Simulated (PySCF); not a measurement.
CH₅AlO, SMILES [CH3][AlH][OH] at its B3LYP/def2-SVP optimised geometry (Å):

```
8

Al    -0.1498    -0.4722     0.0000
H     -0.9097    -1.8676     0.0000
C     -1.0225     1.2728     0.0000
H     -0.7116     1.8676    -0.8767
H     -0.7322     1.8548     0.8923
H     -2.1224     1.2026    -0.0127
O      1.5618    -0.4722     0.0000
H      2.1224    -1.2533     0.0095
```

Level of theory: PySCF with B3LYP/def2-TZVP. Cells within 0.4 Å of a nucleus heavier than hydrogen are left out (blank, or x).

Map of the HOMO amplitude (bohr^(-3/2)) on the plane z = 0.0 Å; orbital energy -7.76 eV, overall sign arbitrary:

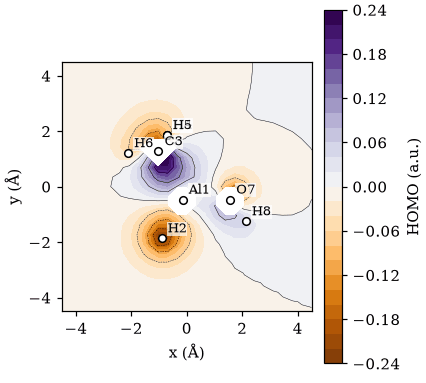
Figure. HOMO amplitude (bohr^(-3/2)) on the plane z = 0.0 Å.
